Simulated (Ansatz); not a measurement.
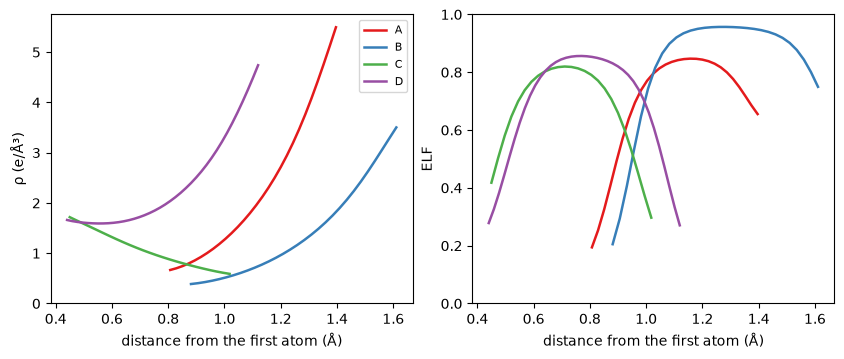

The picture shows: CH5AlClNO. Electron density and electron localisation function along straight lines between neighbouring atoms. The curves leave out the atomic cores.

Computed with RKS PBE0-D4/def2-SVP (Ansatz 0.2.0).

The calculation's input:

```
crystal:
  periodic: [false, false, false]
  atoms:
    - { symbol: Al, position_ang: [-0.897117, 0.470245, 1.045796] }
    - { symbol: "N", position_ang: [1.615985, -1.071122, -0.213512] }
    - { symbol: O, position_ang: [-1.611667, -0.175487, -0.378757] }
    - { symbol: C, position_ang: [-0.839855, 1.008854, -0.816348] }
    - { symbol: H, position_ang: [1.197256, -0.172142, -0.465423] }
    - { symbol: Cl, position_ang: [-0.867673, 0.153433, 3.095555] }
    - { symbol: H, position_ang: [0.887321, -1.783766, -0.237555] }
    - { symbol: H, position_ang: [2.028949, -1.023602, 0.715847] }
    - { symbol: H, position_ang: [-1.477034, 1.814925, -1.211764] }
    - { symbol: H, position_ang: [-0.036165, 0.778562, -1.53394] }
basis:
  gaussian: { orbitals: def2-SVP }
hamiltonian:
  xc: pbe0
  dispersion: d4
relax:
  f_tol: 0.03
  max_steps: 50
output:
  orbitals: {}
```

Run with:

```sh
ansatz run input.yaml --threads 2 --pin off --max-ram 3072MiB --backend cpu --events-out ev --progress --plain --runs-dir out
```

The fields are those of the relaxed geometry.

**Which curve belongs to which contact (Al–N, Al–O, C–Al and C–O)? The first atom named is at distance zero.**

Curve A: Al–O (1.75 Å): the density is about 0.8 e/Å³ at the midpoint; the ELF peaks at about 0.85 in the valence shell of O, 0.6 Å from its nucleus, and is about 0.40 at the midpoint. Curve B: Al–N (2.01 Å): ρ at the midpoint is about 0.52 e/Å³; the ELF peaks at about 0.95 in the valence shell of N, 0.7 Å from its nucleus, and is about 0.75 at the midpoint. Curve C: C–Al (1.89 Å): ρ is about 0.67 e/Å³ halfway; the ELF peaks at about 0.80 in the valence shell of C, 0.7 Å from its nucleus, and is about 0.55 at the midpoint. Curve D: C–O (1.47 Å): ρ is about 1.8 e/Å³ halfway, with its minimum of 1.6 e/Å³ about 0.6 Å from C; the ELF peaks at about 0.85 between the atoms: a shared but strongly polarised pair.
